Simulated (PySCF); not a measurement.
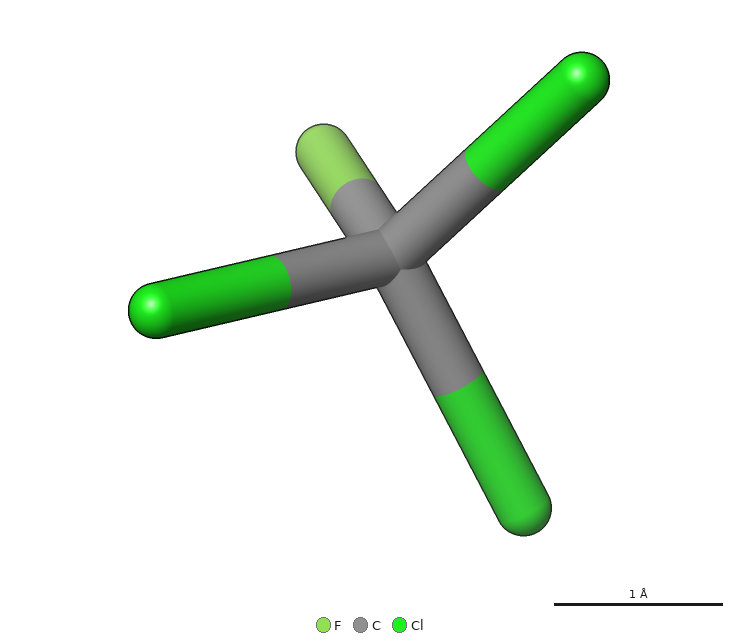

A stick model of a molecule. Every bond is drawn as one stick, whatever its order.

The geometry was computed by an optimisation with PBE0-D3(BJ)/def2-SVP. No frequency run is at hand to confirm it as a minimum.

Count the atoms of each element.

Answer. CCl₃F, 5 atoms: 1 carbon, 3 chlorine and 1 fluorine.

How many sets of symmetry-equivalent atoms are there?

Answer. 3: 1 F, 1 C, 3 Cl.

Give the symmetry (Schoenflies symbol).

Answer. C3v.

More results for the same structure follow; atom numbers are the same in all pictures, views and colours differ.

Shape

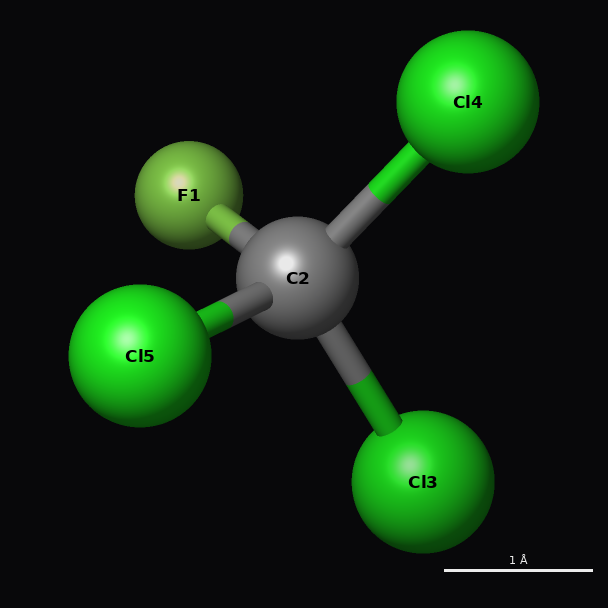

No frequency run is at hand to confirm it as a minimum.

What is the geometry at C2?

Answer. C2 has 4 neighbours (F1 at 1.33, Cl3 at 1.77, Cl4 at 1.77, Cl5 at 1.77 Å); the arrangement is tetrahedral.

NMR shielding

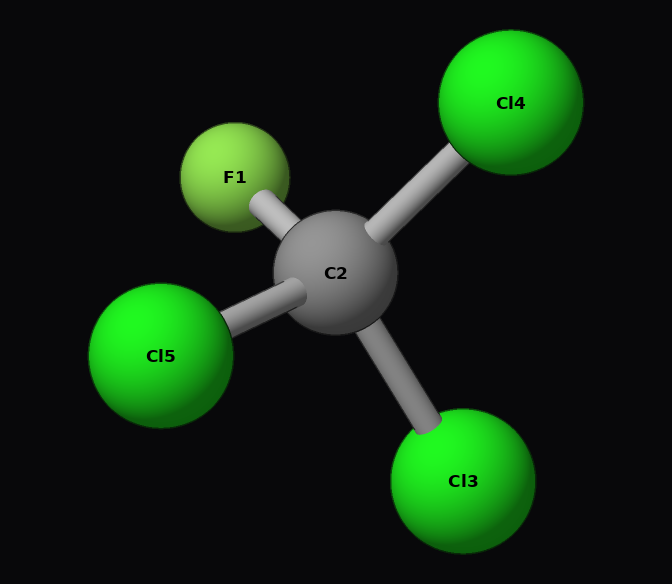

No frequency run is at hand to confirm it as a minimum. Method: GIAO PBE0/cc-pVDZ NMR shielding, non-relativistic, gas phase (PySCF 2.14.0). Principal shieldings σ11 ≤ σ22 ≤ σ33, span Ω = σ33 − σ11, skew κ = 3(σiso − σ22)/Ω.

Give the shielding tensors of the C atoms.

```csv
atom,σ11,σ22,σ33,σiso,Ω,κ
C2,49.9,50.5,50.6,50.4,0.6,–
```

Shieldings and span in ppm.

Levels of theory compared

No frequency run is at hand to confirm it as a minimum. Program: PySCF 2.14.0.

Compare HOMO energy (eV), HOMO–LUMO gap (eV), dipole (D) at these levels: PBE0/IGLO-III; PBE0/aug-cc-pVDZ; PBE0/cc-pVDZ; PBE0/cc-pVTZ; PBE0/pcSseg-0.

```json
{"level": "PBE0/IGLO-III", "HOMO energy (eV)": "−9.02", "HOMO–LUMO gap (eV)": "7.86", "dipole (D)": "0.42"}
{"level": "PBE0/aug-cc-pVDZ", "HOMO energy (eV)": "−9.18", "HOMO–LUMO gap (eV)": "7.81", "dipole (D)": "0.31"}
{"level": "PBE0/cc-pVDZ", "HOMO energy (eV)": "−9.05", "HOMO–LUMO gap (eV)": "8.02", "dipole (D)": "0.23"}
{"level": "PBE0/cc-pVTZ", "HOMO energy (eV)": "−9.12", "HOMO–LUMO gap (eV)": "7.94", "dipole (D)": "0.25"}
{"level": "PBE0/pcSseg-0", "HOMO energy (eV)": "−9.51", "HOMO–LUMO gap (eV)": "8.23", "dipole (D)": "0.32"}
```

Charges

The questions are on ESP-fitted charges. No frequency run is at hand to confirm it as a minimum. Method: PBE0/cc-pVDZ, gas phase (PySCF 2.14.0).

List the ESP-fitted charges.

```
atom  value (e)
  F1       0.09
  C2      −0.38
 Cl3       0.10
 Cl4       0.10
 Cl5       0.09
```
